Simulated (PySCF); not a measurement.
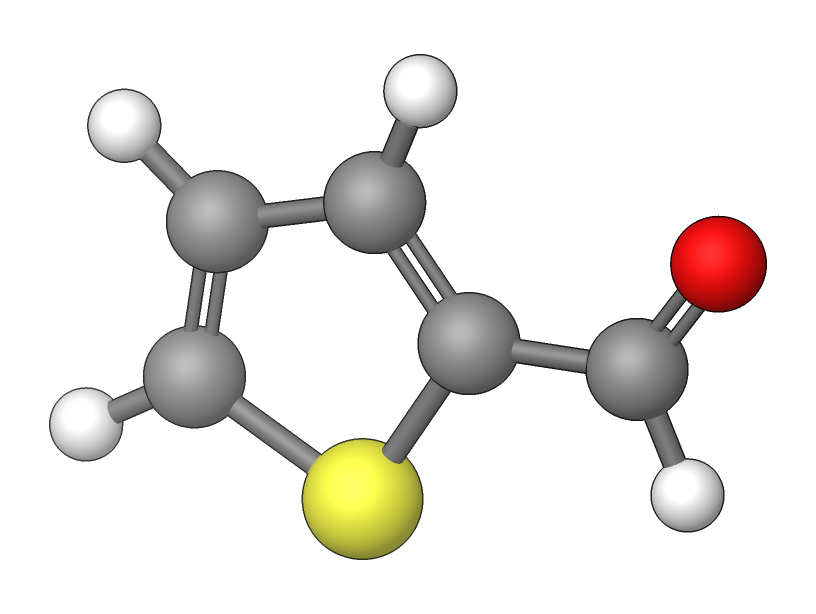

Multiple sticks mark multiple bonds (one Kekulé form). Colours: oxygen red, carbon grey, sulfur yellow, hydrogen white.

The geometry was computed by an optimisation with PBE0-D3(BJ)/def2-TZVP. No frequency run is at hand to confirm it as a minimum.

Question: What is the molecular formula?

Answer: C₅H₄OS, 11 atoms: 5 carbon, 4 hydrogen, 1 oxygen and 1 sulfur.

Question: Describe its rings.

Answer: Independent rings (smallest set): 1 of 5 members, 1 of them aromatic.

Question: What is its SMILES?

Answer: O=Cc1cccs1

Question: Name functional groups in it.

Answer: Among them: aldehyde.

The parts below concern this one geometry. Atoms keep their numbers from picture to picture.

**Quadrupole coupling**

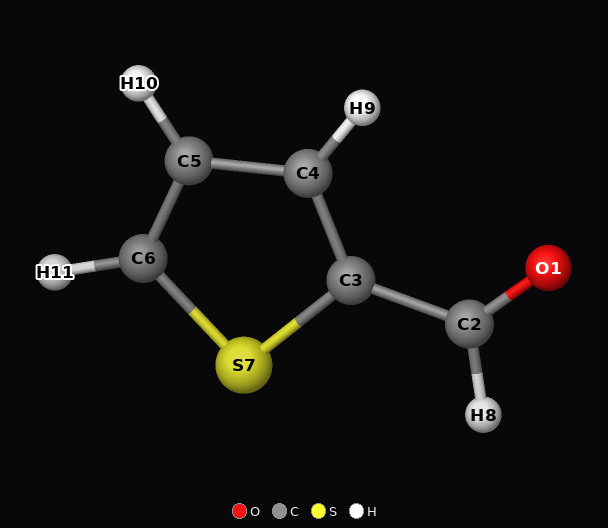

No frequency run is at hand to confirm it as a minimum. Electric field gradients from the ground-state density, PBE0/pcSseg-2 (PySCF 2.14.0), non-relativistic apart from any core potentials.

Give the largest field-gradient component, the quadrupole coupling constant and the asymmetry for 17O at O1 (Q = −25.6 mb), 33S at S7 (Q = −67.81 mb).

```
atom  V_zz (a.u.)  e²qQ/h (MHz)     η
  O1       −1.922         11.56  0.46
  S7        1.664         −26.5  0.37
```

**Electronic properties**

No frequency run is at hand to confirm it as a minimum. Properties computed with ωB97X-D/pcSseg-2 in chloroform (IEF-PCM) (PySCF 2.14.0).

Question: What is the dipole moment?

Answer: 4.36 D.

Question: Estimate the HOMO energy (Kohn–Sham orbital).

Answer: −9.07 eV.

Question: Estimate the LUMO energy (Kohn–Sham orbital).

Answer: −0.27 eV.

**NMR shielding**

The questions are on isotropic NMR shieldings of the C atoms. No frequency run is at hand to confirm it as a minimum. Properties computed with GIAO ωB97X-D/pcSseg-2 NMR shielding, non-relativistic, gas phase (PySCF 2.14.0).

Question: Which C atom is the most shielded (lowest chemical shift)?

Answer: C5 (47.7 ppm).

Question: Which C atom is the least shielded (highest chemical shift)?

Answer: C2 (−6.0 ppm).

Question: How wide is the range of C shifts?

Answer: 53.7 ppm.

Give the isotropic NMR shieldings of the C atoms atom by atom.

```json
{"atom": "C2", "σ (ppm)": "−6.0"}
{"atom": "C3", "σ (ppm)": "29.0"}
{"atom": "C4", "σ (ppm)": "44.8"}
{"atom": "C5", "σ (ppm)": "47.7"}
{"atom": "C6", "σ (ppm)": "38.4"}
```
